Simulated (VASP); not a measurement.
Band structure of YZn (space group Pm-3m). All values below come from PBEsol GGA, VASP's PBE PAW potentials (set 64) (plane waves; VASP).

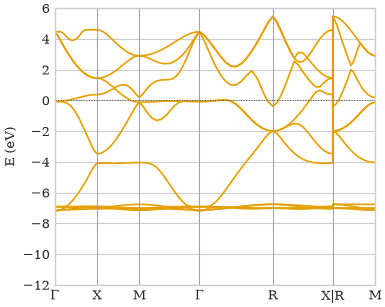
Figure. Bands along high-symmetry lines, zero at the valence-band maximum or, without a gap, the Fermi level

Read the plot: is there a gap, and where are the band edges?

It has no gap at this level: it comes out as a metal or semimetal. (Edges off the drawn lines would not show.)

The structure comes from a measured YZn entry (Pm-3m) of the Crystallography Open Database, whose conditions weren't checked. It was relaxed first. The electron count is odd and the run is not spin-polarised, which forces a metal.
